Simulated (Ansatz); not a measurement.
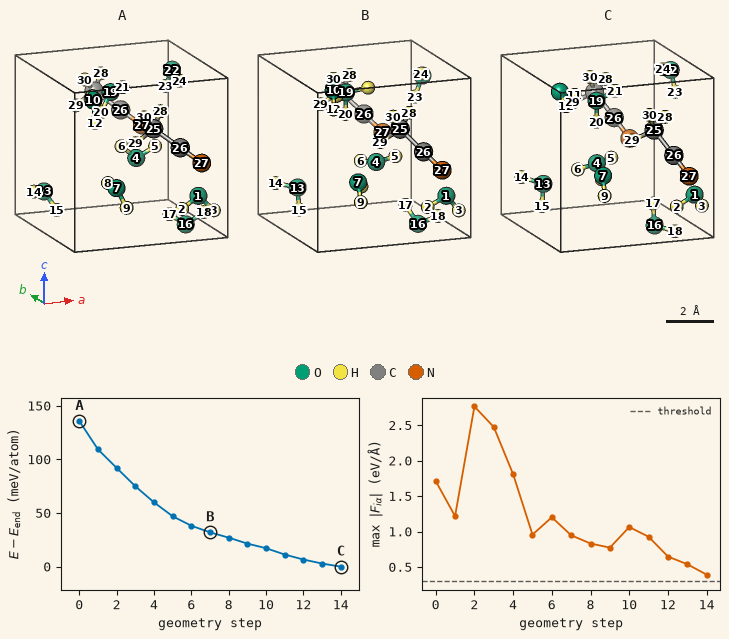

Frames of a relaxation of an amorphous cell of composition H19C2NO8, marked on the history of the run. The picture is a ball-and-stick view of the cell of the calculation (origin shifted), seen slightly off an axis.

The cell holds 8 H2O + 1 CH3CN. The run prepares the start of a later molecular dynamics calculation, from a guessed geometry.

Method: Ansatz, DFT PBE-D3(BJ), scalar-relativistic, plane waves, PAW.

Input file:
```yaml
crystal:
  lattice:
    - [7.11181, 0.0, 0.0]
    - [0.0, 7.11181, 0.0]
    - [0.0, 0.0, 7.11181]
  atoms:
    - { symbol: O, position: [0.4830602, 0.1192549, 0.1096938] }
    - { symbol: H, position: [0.3663388, 0.0916572, 0.0451765] }
    - { symbol: H, position: [0.5782912, 0.1037966, 0.0135683] }
    - { symbol: O, position: [0.2070593, 0.4530112, 0.2937332] }
    - { symbol: H, position: [0.3174219, 0.4197086, 0.3662525] }
    - { symbol: H, position: [0.1038311, 0.4351636, 0.3807587] }
    - { symbol: O, position: [0.9156223, 0.0350718, 0.2304691] }
    - { symbol: H, position: [0.9124074, 0.1712248, 0.2306559] }
    - { symbol: H, position: [0.9696213, 0.0035563, 0.1094779] }
    - { symbol: O, position: [0.7723437, 0.0553731, 0.7894081] }
    - { symbol: H, position: [0.8148178, 0.184581, 0.7823872] }
    - { symbol: H, position: [0.7680319, 0.0149988, 0.6594107] }
    - { symbol: O, position: [0.7192742, 0.7477412, 0.0585166] }
    - { symbol: H, position: [0.7046059, 0.8795479, 0.0275351] }
    - { symbol: H, position: [0.7825951, 0.6952318, -0.0500248] }
    - { symbol: O, position: [0.509952, 0.4011685, 0.860915] }
    - { symbol: H, position: [0.448384, 0.5151284, 0.9029926] }
    - { symbol: H, position: [0.6285532, 0.4011508, 0.9278609] }
    - { symbol: O, position: [0.0473914, 0.474115, 0.7163324] }
    - { symbol: H, position: [-0.0257308, 0.4394233, 0.6067988] }
    - { symbol: H, position: [0.0803465, 0.3547828, 0.7730933] }
    - { symbol: O, position: [0.5633575, 0.7675049, 0.7399815] }
    - { symbol: H, position: [0.548016, 0.8362356, 0.6234108] }
    - { symbol: H, position: [0.5628596, 0.636861, 0.7015115] }
    - { symbol: C, position: [0.1378534, 0.982452, 0.5950721] }
    - { symbol: C, position: [0.2605284, 0.8508462, 0.4959654] }
    - { symbol: "N", position: [0.359482, 0.7446887, 0.4160227] }
    - { symbol: H, position: [0.2219146, 1.0840242, 0.6736569] }
    - { symbol: H, position: [0.0496924, 1.0581723, 0.4948083] }
    - { symbol: H, position: [0.0473675, 0.9066311, 0.6931652] }
basis:
  ecutwfc: 420.0
kpoints:
  mp_grid: { grid: [1, 1, 1] }
hamiltonian:
  xc: pbe
  dispersion: d3bj
scf:
  occupations: { method: fermi_dirac, width: 0.02 }
  lower_state_search: "off"
relax:
  f_tol: 0.3
  max_steps: 15
  adjacent_minimum: "off"
```

Launched with:
```bash
ansatz run input.yaml --threads 1 --pin off --max-ram 3072MiB --backend cpu --events-out ev --progress --plain --runs-dir out
```

What happens along the run?

Answer. The relaxation stopped without meeting its thresholds, so the last structure isn't shown to be converged. It used up its limit of 15 steps. H6 moves most: 1.75 Å along [−3 2 −3]. By element the largest moves are H 1.75 Å, O 1.18 Å, C 0.64 Å, N 0.61 Å. The cell doesn't change. Among the contacts that change: O10–H11 0.969 → 0.997 Å, O13–H14 0.969 → 0.991 Å, C25–H29 1.092 → 1.106 Å, C25–C26 1.461 → 1.448 Å. Bond angles that change, for instance: H8–O7–H9 104.0° → 108.3°, C26–C25–H29 110.1° → 107.2°, H11–O10–H12 104.0° → 106.3°. Over 14 geometry steps the energy falls by 136 meV per atom. The largest force component goes from 1.7 to 0.39 eV/Å. From step 0 to 7: H6 moves most (1.01 Å), energy −104 meV per atom. From step 7 to 14: H5 moves most (1.23 Å), energy −32.0 meV per atom.

Limits of the set-up: the periodic images lie only 7.1 Å apart, so the values are limited by the cell's size.
